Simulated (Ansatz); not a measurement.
# A computed series for PbTe: carrier doping

Start from PbTe in the rock salt structure (space group Fm-3m, No. 225; a = 6.5690 Å).

Carriers are added at fixed cell with a uniform background; the Fermi–Dirac width is that of 300 K.

All numbers come from plane-wave PAW DFT at the PBE level (Ansatz, an electronic-structure program, 420 eV), scalar-relativistic without spin-orbit coupling.

Notes on the quantities. Fermi level from band edge: Fermi level relative to the doped band's edge (positive inside the band; to 0.05 eV).

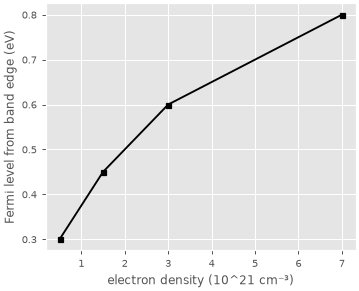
*Fermi level from band edge against electron density*

```json
[
 {"electron density (10^21 cm⁻³)": "0.5", "Fermi level from band edge": "+0.30 eV"},
 {"electron density (10^21 cm⁻³)": "1.5", "Fermi level from band edge": "+0.45 eV"},
 {"electron density (10^21 cm⁻³)": "3", "Fermi level from band edge": "+0.60 eV"},
 {"electron density (10^21 cm⁻³)": "7", "Fermi level from band edge": "+0.80 eV"}
]
```

Charged cell with a jellium background: band edges are those of the host's band count, energies are not comparable with the neutral cell, and many-body gap narrowing is missing. Whether these cells are dynamically stable was not tested.
